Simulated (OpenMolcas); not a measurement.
# BNH3ClO (SMILES NB(O)Cl) at 6 levels

Wanted: a comparison of 6 runs (HF/3-21G, B3LYP/6-31G*, B3LYP/def2-SVPD, BLYP/def2-SVPD, PBE/def2-SVPD, CCSD(T)/def2-SVPD) of BNH3ClO. 

Program for the calculation: OpenMolcas 26.06.

### 1 The molecule

BNH3ClO has 7 atoms, charge 0, and is taken as a singlet. SMILES: `NB(O)Cl`. The coordinates come from a PBE0-D4/def2-TZVP relaxation. This is one conformer, not always the lowest.

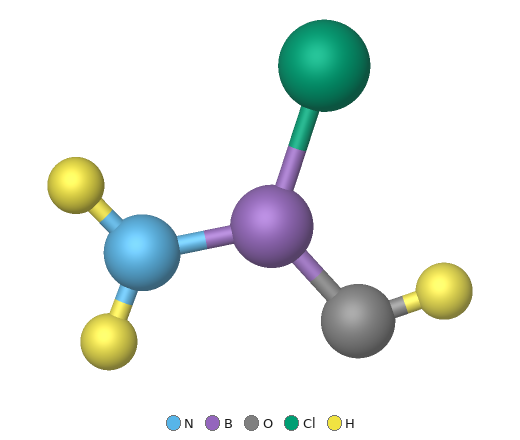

The structure, seen from a chosen angle (nitrogen blue, boron purple, oxygen grey, chlorine teal, hydrogen yellow).

### 2 Energy and gradient at HF/3-21G (run 1)

File test.input:

```
&GATEWAY
BASLIB = $CurrDir
COORD
7
bohr
N     -0.98284656     1.84475064    -0.02721206
B      0.11508432    -0.54443010    -0.15741419
O      2.07302956    -1.17654349     1.38403541
Cl    -1.07714389    -2.79131446    -2.38181081
H     -2.42678629     2.37595266    -1.13213492
H     -0.36717379     3.15905516     1.19695253
H      2.66602562    -2.86747042     1.11777300
BASIS = 3-21G
GROUP = NoSym
&SEWARD
&SCF
THRESHOLDS = 1e-10 1e-07 1e-07 1e-05
PRORBITALS = 1 2
&ALASKA
```

The basis set 3-21G is read from a file made from the Basis Set Exchange's data (not shown).

Started as:

```sh
$ export MOLCAS_MEM=1860
$ pymolcas test.input > test.log
```

What it wrote:

```text
--- Start Module: gateway ---
[...]
--- Stop Module: gateway /rc=_RC_ALL_IS_WELL_ ---
[...]
      Basis functions           46
[...]
--- Start Module: scf ---
[...]
       Convergence after  16 Iterations
[...]
::    Total SCF energy                               -612.3329200517
[...]
      Total spin, S                                     0.0000000000
[...]
      Total electronic charge=   40.000000
      Total            charge=   -0.000000
[...]
      Dipole Moment (debye):
      Origin of the operator (angstrom)=   -0.1148   -0.6290   -0.4158
                   X=  1.6836E-01               Y=  1.4102E+00               Z=  8.4754E-01           Total=  1.6539E+00
      Quadrupole Moment (debye*angstrom):
[...]
--- Stop Module: scf /rc=_RC_ALL_IS_WELL_ ---
[...]
--- Start Module: alaska ---
[...]
 *              Molecular gradients               *
 **************************************************
  Irreducible representation: a
 ------------------------------------------------------------------------------------------
                              X                       Y                       Z
 ------------------------------------------------------------------------------------------
  N1                6.13556925044190E-03   -6.03350820360049E-03    2.85768406604947E-03
  B2                4.21319180934937E-03   -2.78446699945989E-02   -9.64853504155649E-03
  O3               -5.36349725509311E-03    8.44218709776534E-03   -9.30882948578571E-04
  CL4               8.43276523522629E-03    1.52266362683910E-02    1.54158148039638E-02
  H5               -2.48957110562298E-03   -3.48906185248632E-04   -2.52487415859015E-03
  H6                3.15008895638735E-04    4.51781529536088E-03    2.50659231853279E-03
  H7               -1.12434668299730E-02    6.04044572191365E-03   -7.67579903977367E-03
 ------------------------------------------------------------------------------------------
--- Stop Module: alaska /rc=_RC_ALL_IS_WELL_ ---
[...]
```

It took 3.6 s on 1 thread of Intel Xeon Platinum 8259CL at 2.50GHz (Skylake/Cascade Lake), shared host; peak memory 0.38 GiB.

### 3 Energy and forces at B3LYP/6-31G(d) (Cartesian functions) (run 2)

File run.input:

```
* BClH3NO Kohn-Sham DFT
&GATEWAY
BasLib=$CurrDir
Coord
7
angstrom
N       -0.520100       0.976200      -0.014400
B        0.060900      -0.288100      -0.083300
O        1.097000      -0.622600       0.732400
Cl      -0.570000      -1.477100      -1.260400
H       -1.284200       1.257300      -0.599100
H       -0.194300       1.671700       0.633400
H        1.410800      -1.517400       0.591500
Basis=6-31Gs
Group=NoSym
&SEWARD
GridInput
Grid=UltraFine
End of Grid
&SCF
KSDFT=B3LYP
Thresholds=1e-10 1e-07 1e-07 1e-05
PrOrbitals=1 1
&ALASKA
```

The basis set 6-31G* is read from a file made from the Basis Set Exchange's data (not shown).

Started as:

```sh
$ export MOLCAS_MEM=1860
$ pymolcas run.input > run.log
```

What it wrote:

```text
--- Start Module: gateway ---
[...]
--- Stop Module: gateway /rc=_RC_ALL_IS_WELL_ ---
[...]
      Basis functions           70
[...]
--- Start Module: scf ---
[...]
       Convergence after  16 Iterations
[...]
::    Total KS-DFT energy                            -616.9672347247
[...]
      Total spin, S                                     0.0000000000
[...]
      Total electronic charge=   40.000000
      Total            charge=   -0.000000
[...]
      Dipole Moment (debye):
      Origin of the operator (angstrom)=   -0.1148   -0.6290   -0.4158
                   X=  6.1283E-02               Y=  1.1965E+00               Z=  6.4219E-01           Total=  1.3594E+00
      Quadrupole Moment (debye*angstrom):
[...]
--- Stop Module: scf /rc=_RC_ALL_IS_WELL_ ---
[...]
--- Start Module: alaska ---
[...]
 *              Molecular gradients               *
 **************************************************
  Irreducible representation: a
 ------------------------------------------------------------------------------------------
                              X                       Y                       Z
 ------------------------------------------------------------------------------------------
  N1                4.25843858439912E-04    2.01169453745820E-04    5.05702050032530E-04
  B2               -2.55711626065803E-03   -8.24244567999788E-04   -2.83724940446917E-03
  O3               -1.45573703821533E-03   -6.56808464422431E-03   -4.57758565441679E-03
  CL4               3.43383322067492E-03    5.65132680581293E-03    6.01266170113846E-03
  H5                3.78102813910663E-03   -2.16237109404327E-03    2.51535816297155E-03
  H6               -1.38632570559172E-03   -3.36777137902722E-03   -2.95452612117364E-03
  H7               -2.24152621373674E-03    7.06997542569843E-03    1.33563926595431E-03
 ------------------------------------------------------------------------------------------
--- Stop Module: alaska /rc=_RC_ALL_IS_WELL_ ---
[...]
```

Wall time 30 s (1 thread of Intel Xeon Platinum 8259CL at 2.50GHz (Skylake/Cascade Lake), shared host); peak memory 0.42 GiB.

### 4 Energy and forces at B3LYP/def2-SVPD (run 3)

File test.input:

```
* BClH3NO Kohn-Sham DFT
>>> EXPORT MOLCAS_PRINT=2

&GATEWAY
  BasLib = $CurrDir
  Coord
  7
  bohr
  N     -0.98284656     1.84475064    -0.02721206
  B      0.11508432    -0.54443010    -0.15741419
  O      2.07302956    -1.17654349     1.38403541
  Cl    -1.07714389    -2.79131446    -2.38181081
  H     -2.42678629     2.37595266    -1.13213492
  H     -0.36717379     3.15905516     1.19695253
  H      2.66602562    -2.86747042     1.11777300
  Basis = def2-SVPD
  Group = NoSym

&SEWARD
  GridInput
  Grid=UltraFine
  End of Grid

&SCF
  KSDFT = B3LYP
  Thresholds = 1e-10 1e-07 1e-07 1e-05
  PrOrbitals = 1 2

&ALASKA
```

The basis set def2-SVPD is read from a file made from the Basis Set Exchange's data (not shown).

Started as:

```sh
$ export MOLCAS_MEM=1860
$ pymolcas test.input > test.log
```

What it wrote:

```text
--- Start Module: gateway ---
[...]
--- Stop Module: gateway /rc=_RC_ALL_IS_WELL_ ---
[...]
      Basis functions          114
[...]
--- Start Module: scf ---
[...]
       Convergence after  17 Iterations
[...]
::    Total KS-DFT energy                            -616.7637152609
[...]
      Total spin, S                                     0.0000000000
[...]
      Total electronic charge=   40.000000
      Total            charge=   -0.000000
[...]
      Dipole Moment (debye):
      Origin of the operator (angstrom)=   -0.1148   -0.6290   -0.4158
                   X= -6.1270E-02               Y=  1.0829E+00               Z=  4.7092E-01           Total=  1.1825E+00
      Quadrupole Moment (debye*angstrom):
[...]
--- Stop Module: scf /rc=_RC_ALL_IS_WELL_ ---
[...]
--- Start Module: alaska ---
[...]
 *              Molecular gradients               *
 **************************************************
  Irreducible representation: a
 ------------------------------------------------------------------------------------------
                              X                       Y                       Z
 ------------------------------------------------------------------------------------------
  N1               -2.17982522447424E-04    1.24539810742164E-03    4.08182025029014E-04
  B2               -2.09360105231360E-03   -3.57626418857704E-03   -3.74539419632380E-03
  O3               -2.53506236983725E-04   -8.10626605540321E-04   -6.26113211046331E-04
  CL4               2.81435461388035E-03    5.85659432363173E-03    5.52777672434424E-03
  H5                4.10386824064979E-03   -2.23469502419427E-03    2.78509513104863E-03
  H6               -1.46690243172969E-03   -3.97440413108541E-03   -3.32735630883230E-03
  H7               -2.88623061108817E-03    3.49399751832991E-03   -1.02219016420069E-03
 ------------------------------------------------------------------------------------------
--- Stop Module: alaska /rc=_RC_ALL_IS_WELL_ ---
[...]
```

Wall time 72 s (1 thread of Intel Xeon Platinum 8259CL at 2.50GHz (Skylake/Cascade Lake), shared host); peak memory 0.69 GiB.

Runs 4 to 5 aren't shown in full; the table further down has their settings and results.

### 5 The energy at CCSD(T)/def2-SVPD (Cholesky decomposition) (run 6)

File struct.xyz:

```xyz
7

N     -0.520100     0.976200    -0.014400
B      0.060900    -0.288100    -0.083300
O      1.097000    -0.622600     0.732400
Cl    -0.570000    -1.477100    -1.260400
H     -1.284200     1.257300    -0.599100
H     -0.194300     1.671700     0.633400
H      1.410800    -1.517400     0.591500
```

File calc.inp:

```
>>> EXPORT MOLCAS_PRINT=2

&GATEWAY
 BasLib=$CurrDir
 Coord=struct.xyz
 Basis=def2-SVPD
 Group=NoSym

&SEWARD
 High

&SCF
 Thresholds=1e-10 1e-07 1e-07 1e-05
 PrOrbitals=1 2

&CHCC
 Frozen=8
 Threshold=1e-08
 MaxIterations=80

&CHT3
 Frozen=8
```

The basis set def2-SVPD is read from a file made from the Basis Set Exchange's data (not shown).

Started as:

```sh
$ export MOLCAS_MEM=1860
$ pymolcas calc.inp > calc.log
```

What it wrote:

```text
--- Start Module: gateway ---
[...]
--- Stop Module: gateway /rc=_RC_ALL_IS_WELL_ ---
[...]
      Basis functions          114
[...]
       Convergence after  13 Iterations
[...]
::    Total SCF energy                               -615.1562913198
[...]
      Total spin, S                                     0.0000000000
[...]
      Total electronic charge=   40.000000
      Total            charge=   -0.000000
[...]
      Dipole Moment (debye):
      Origin of the operator (angstrom)=   -0.1148   -0.6290   -0.4158
                   X= -6.0981E-02               Y=  1.0167E+00               Z=  4.3875E-01           Total=  1.1090E+00
      Quadrupole Moment (debye*angstrom):
[...]
--- Start Module: chcc ---
[...]
--- Stop Module: chcc /rc=_RC_ALL_IS_WELL_ ---
[...]
--- Start Module: cht3 ---
[...]
--- Stop Module: cht3 /rc=_RC_ALL_IS_WELL_ ---
[...]
```

Run time: 17 min. Hardware: 1 thread of Intel Xeon Platinum 8259CL at 2.50GHz (Skylake/Cascade Lake), shared host; peak memory 0.25 GiB.

### 6 Overview of the runs

```
run                                       level  Cartesian functions  integration grid  energy (Eh)  dipole moment (D) of the reference  HOMO energy (eV)  LUMO energy (eV)  wall time
  1                                    HF/3-21G                   no                 –  -612.332920                                1.65            -11.53              6.11      3.6 s
  2          B3LYP/6-31G* (Cartesian functions)                  yes         UltraFine  -616.967235                                1.36             -7.45              1.83       30 s
  3                             B3LYP/def2-SVPD                   no         UltraFine  -616.763715                                1.18             -7.95             -0.27       72 s
  4                              BLYP/def2-SVPD                   no         UltraFine  -616.694067                                1.21             -6.63             -0.65       69 s
  5                               PBE/def2-SVPD                   no         UltraFine  -616.369063                                1.25             -6.76             -0.61       65 s
  6  CCSD(T)/def2-SVPD (Cholesky decomposition)                   no                 –  -615.808351                                1.11            -11.71              1.62     17 min
```

### 7 Summary of results

```
                                          quantity          value
                               run 6: total energy  -615.80835 Eh
         run 6: dipole moment (mean-field density)         1.11 D
        run 6: HOMO energy (Hartree–Fock orbitals)      -11.71 eV
        run 6: LUMO energy (Hartree–Fock orbitals)        1.62 eV
      run 6: HOMO–LUMO gap (Hartree–Fock orbitals)       13.33 eV
run 6: correlation energy (8 core orbitals frozen)     -652.1 mEh
                             run 6: (T) correction     -18.84 mEh
```

Over runs 1, 2, 3, 4, 5 the dipole moment (its size) runs from 1.18 D (B3LYP/def2-SVPD) to 1.65 D (HF/3-21G). The two ends differ in method and basis. Over runs 1, 2, 3, 4, 5 the HOMO–LUMO gap runs from 5.97 eV (BLYP/def2-SVPD) to 17.65 eV (HF/3-21G). Totals of different functionals can't be ranked against each other. All runs together took 21 min, the longest 17 min.
